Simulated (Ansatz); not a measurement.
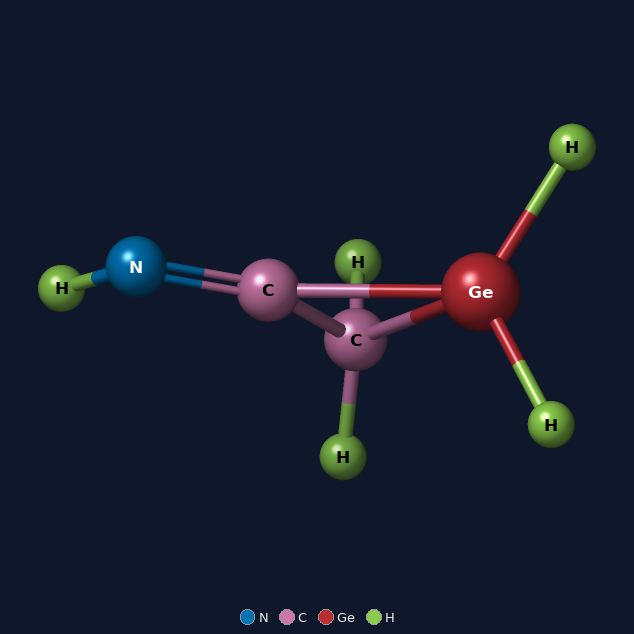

The geometry was computed by an optimisation with PBE0-D4/def2-TZVP. Properties computed with RKS PBE-D4/def2-TZVPP (Ansatz 0.2.0).

Q: Estimate the HOMO–LUMO gap.

A: 3.58 eV.

Q: What is the dipole moment?

A: 2.11 D.

Q: Give the dispersion correction at this level.

A: −16.6 kJ/mol.

Q: What is the HOMO energy (Kohn–Sham orbital)?

A: −5.45 eV.
